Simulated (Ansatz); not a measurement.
Geometry relaxation of SiCl2

The run: geometry relaxation of SiCl2. Method and program: RKS PBE0-D4/def2-TZVP (Ansatz 0.2.0).

Figures and captions count atoms from 1; the log counts them from 0 in places.

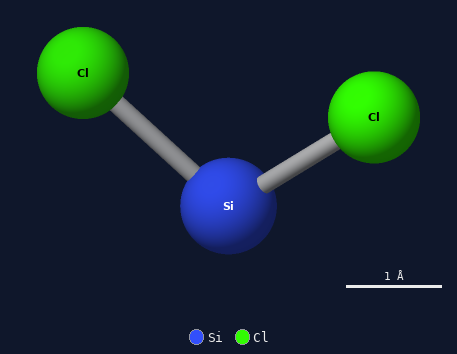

The starting structure (ball-and-stick view, seen at a tilt). Bond lengths as drawn: Cl–Si 2.08 Å.

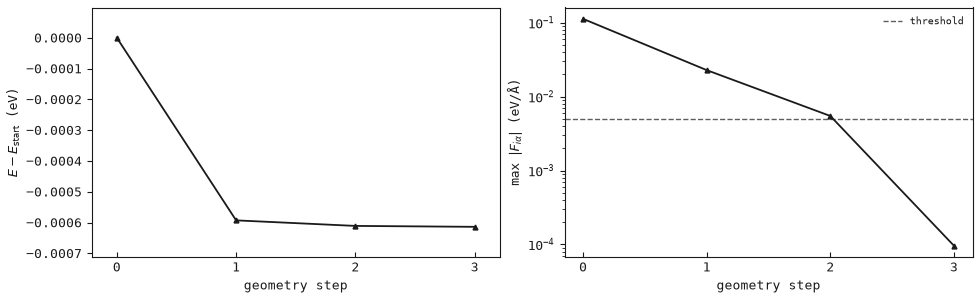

Progress of the relaxation, step by step (the first geometry is step 0 here and step 1 in the log). The energy falls by 0.001 eV in 3 geometry steps. The largest force component goes from 0.11 to under 0.0001 eV/Å. The largest moves after the best rigid fit, 0.005 Å, are those of Cl2 and Cl3. Largest moves by element: Cl 0.005 Å, Si 0.003 Å. Among the contacts that change: Si1–Cl2 2.084 → 2.077 Å. (Atoms are counted from 1 in the order of the input.)

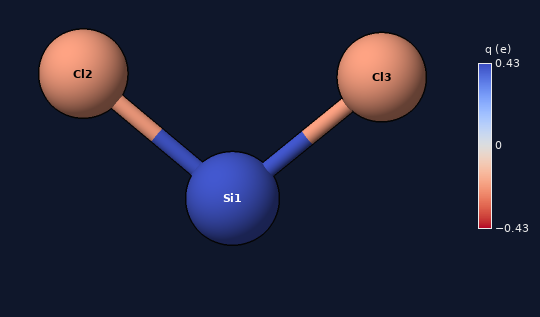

Mulliken charges, as the colour of each atom (ball-and-stick view, seen on its broad side; atoms are numbered from 1 in the order of the input; Mulliken charges depend strongly on the basis). By element: Si +0.41 and Cl −0.21 e.

These pictures come from the run below.

## Input
```yaml
crystal:
  periodic: [false, false, false]
  atoms:
    - {symbol: Si, position_ang: [-0.541844, 1.872004, -0.201323]}
    - {symbol: Cl, position_ang: [-2.386626, 1.644584, 0.740509]}
    - {symbol: Cl, position_ang: [0.577744, 2.775022, 1.305474]}
basis:
  gaussian: {orbitals: def2-TZVP}
hamiltonian: {xc: pbe0, dispersion: d4}
relax: {f_tol: 0.005, max_steps: 200}
```

Command:
```bash
ansatz run in.yaml --threads 4 --pin off --events-out ev --progress --plain --max-ram 9574MiB
```

## Output
```
Functional definition: PBE0
  name "PBE0"
  cite "Adamo & Barone, J. Chem. Phys. 110, 6158 (1999) doi:10.1063/1.478522"
  cite "Perdew, Burke & Ernzerhof, Phys. Rev. Lett. 77, 3865 (1996) doi:10.1103/PhysRevLett.77.3865"
  parent pbe
  parameter a = 0.25
  parameter kappa = 0.804
  parameter beta = 0.06672455060314922
  exchange = (1 - a)*pbe_x(kappa = kappa, mu = beta*pi^2/3) + a*exact_x
  correlation = pbe_c(beta = beta)
804 factors; their error is unknown
mean field evaluation 1: about -32913.4264 eV, gradient 1.5e1 eV
mean field evaluation 2: about -32913.2426 eV, gradient 1.9e1 eV
mean field evaluation 4: about -32914.0213 eV, gradient 7.2e-1 eV
mean field evaluation 8: about -32914.1323 eV, gradient 1.4e-2 eV
mean field -32914.13226794 eV, -1209.5720508466 hartree, gradient 1.8e-5 eV, S^2 0.000000; 0 other end points of the search recorded, 0 dependent functions left out
the calculation of the forces begins
reference -32914.13229103 eV, -1209.5720516953 hartree; 24, 24 occupied and 87, 87 virtual orbitals, 804 factors
relax step   1: F+E_penalty+E_count = -32914.21422412 eV  Δ(F+E_penalty+E_count) = +0.000e0 eV  max|allowed force component| = 1.130e-1 eV/Å  Δτ_max = 0.0000 Å  (25 SCF iters, accepted)
these checks for a lower state are left out or cut short: starts, cluster_reference, orbital_swaps, neighbouring_geometries, increment
804 factors; their error is unknown
mean field evaluation 16: about -32914.0236 eV, gradient 2.4e-4 eV
mean field -32914.13277279 eV, -1209.5720693996 hartree, gradient 7.2e-5 eV, S^2 0.000000; 0 other end points of the search recorded, 0 dependent functions left out
the calculation of the forces begins
reference -32914.13279586 eV, -1209.5720702473 hartree; 24, 24 occupied and 87, 87 virtual orbitals, 804 factors
relax step   2: F+E_penalty+E_count = -32914.21481678 eV  Δ(F+E_penalty+E_count) = -5.927e-4 eV  max|allowed force component| = 2.286e-2 eV/Å  Δτ_max = 0.0052 Å  (27 SCF iters, accepted)
these checks for a lower state are left out or cut short: starts, cluster_reference, orbital_swaps, neighbouring_geometries, increment
804 factors; their error is unknown
mean field -32914.13280541 eV, -1209.5720705982 hartree, gradient 6.8e-5 eV, S^2 0.000000; 0 other end points of the search recorded, 0 dependent functions left out
the calculation of the forces begins
reference -32914.13282847 eV, -1209.5720714458 hartree; 24, 24 occupied and 87, 87 virtual orbitals, 804 factors
relax step   3: F+E_penalty+E_count = -32914.21483499 eV  Δ(F+E_penalty+E_count) = -1.820e-5 eV  max|allowed force component| = 5.477e-3 eV/Å  Δτ_max = 0.0018 Å  (21 SCF iters, accepted)
these checks for a lower state are left out or cut short: starts, cluster_reference, orbital_swaps, neighbouring_geometries, increment
804 factors; their error is unknown
mean field -32914.13279983 eV, -1209.5720703934 hartree, gradient 3.3e-5 eV, S^2 0.000000; 0 other end points of the search recorded, 0 dependent functions left out
the calculation of the forces begins
reference -32914.13282290 eV, -1209.5720712409 hartree; 24, 24 occupied and 87, 87 virtual orbitals, 804 factors
relax step   4: F+E_penalty+E_count = -32914.21483783 eV  Δ(F+E_penalty+E_count) = -2.844e-6 eV  max|allowed force component| = 9.649e-5 eV/Å  Δτ_max = 0.0006 Å  (19 SCF iters, accepted)
804 factors; their error is unknown
mean field evaluation 32: about -32914.1328 eV, gradient 3.3e-5 eV
mean field -32914.13279983 eV, -1209.5720703934 hartree, gradient 3.3e-5 eV, S^2 0.000000; 1 other end points of the search recorded, 0 dependent functions left out
the calculation of the forces begins
reference -32914.13282290 eV, -1209.5720712409 hartree; 24, 24 occupied and 87, 87 virtual orbitals, 804 factors
Total energy: -32914.21486089 eV, -1209.5750860817 hartree
Atom 0 at    -0.542753     1.872590    -0.198964 Å, force    -0.000093    -0.000049    -0.000055 eV/Å
Atom 1 at    -2.381900     1.645887     0.740053 Å, force    -0.000003    -0.000011    -0.000027 eV/Å
Atom 2 at     0.573927     2.773134     1.303571 Å, force     0.000096     0.000060     0.000082 eV/Å
Dipole moment:     0.049612    -0.046259    -0.167625 e Å
```

## Trajectory as extended XYZ (Å, eV, eV/Å), 4 frames, from step=1 to step=4
```
3
Properties=species:S:1:pos:R:3:forces:R:3 step=1 energy=-32914.21422
Si   -0.5418    1.8720   -0.2013   -0.0398   0.0292   0.1130
Cl   -2.3866    1.6446    0.7405    0.0946   0.0129  -0.0449
Cl    0.5777    2.7750    1.3055   -0.0548  -0.0421  -0.0681
3
Properties=species:S:1:pos:R:3:forces:R:3 step=2 energy=-32914.21482
Si   -0.5423    1.8723   -0.2001   -0.0089   0.0056   0.0229
Cl   -2.3817    1.6462    0.7408    0.0117  -0.0004  -0.0109
Cl    0.5733    2.7731    1.3041   -0.0028  -0.0053  -0.0119
3
Properties=species:S:1:pos:R:3:forces:R:3 step=3 energy=-32914.21483
Si   -0.5429    1.8727   -0.1985    0.0014  -0.0016  -0.0055
Cl   -2.3823    1.6456    0.7397    0.0001   0.0011   0.0028
Cl    0.5745    2.7733    1.3034   -0.0016   0.0005   0.0027
3
Properties=species:S:1:pos:R:3:forces:R:3 step=4 energy=-32914.21484
Si   -0.5428    1.8726   -0.1990   -0.0001   0.0000  -0.0001
Cl   -2.3819    1.6459    0.7401    0.0000   0.0000   0.0000
Cl    0.5739    2.7731    1.3036    0.0001   0.0001   0.0001
```

## Key numbers

| quantity | value |
| --- | --- |
| outcome | converged |
| total energy | −32914.2149 eV |
| mean-field energy | −32914.1328 eV |
| dispersion energy | −0.0820 eV |
| SCF solution under orbital rotations | stable |
| largest force (length of the vector) at the end | under 0.001 eV/Å |
| dipole moment | 0.87 D |
| hardware | 4 threads of Arm Neoverse V1, 23 GiB of memory available, shared host |
| wall time | 4 s (CPU time 15 s) |
| peak memory | 0.44 GiB |
